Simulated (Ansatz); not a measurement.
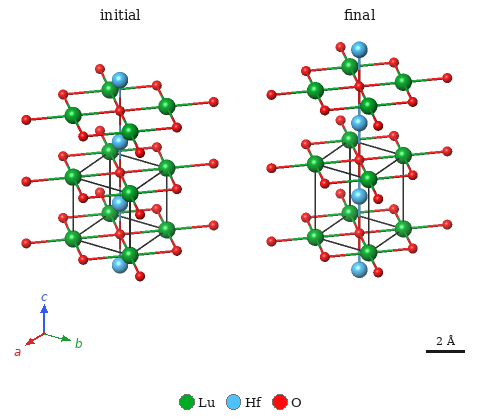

The structure of crystalline LuHfO (a generated structure, set up in P4/mmm) (coarse preliminary run) before (left) and after (right) a relaxation, at one scale.

A ball-and-stick model of the cell of the calculation, repeated 1 × 1 × 2 with one cell outlined, seen from a free direction.

Method: DFT PBE, scalar-relativistic, plane waves, PAW (Ansatz). Settings: plane-wave cutoff 420 eV; k-point mesh 6 × 6 × 6; occupations gaussian; smearing width 0.1 eV; no spin polarisation; cell and atoms relaxed; force threshold 0.04 eV/Å; at most 70 steps.

### Summarise the run.

After 7 accepted moves (9 points after the start) the energy has fallen by 2.005 eV per cell of the calculation. All forces vanish by symmetry, so only the cell relaxes. Pressure: 36.82 GPa at the start and 0.02 GPa at the end. The SCF was repeated twice at an unchanged geometry on a basis and grid sized afresh for the cell, which shifted the energy by 50.3 meV per cell of the calculation at most. No atom moves by more than 0.005 Å relative to the cell. The drawn cell changes as follows: a = b 3.614 → 3.391 Å (−6.2 %), c 3.681 → 4.374 Å (+18.8 %); the volume changes by +4.6 %. Among the contacts that change: Hf–O 1.841 → 2.187 Å, Lu–Lu 3.614 → 3.391 Å, Hf–Hf 3.614 → 3.391 Å, Lu–O 2.556 → 2.398 Å. The space group stays P4/mmm (No. 123). Cost: 60 s on 1 thread of Intel(R) Xeon(R) Processor @ 2.70GHz, with other jobs on the host, peak memory 0.43 GiB.
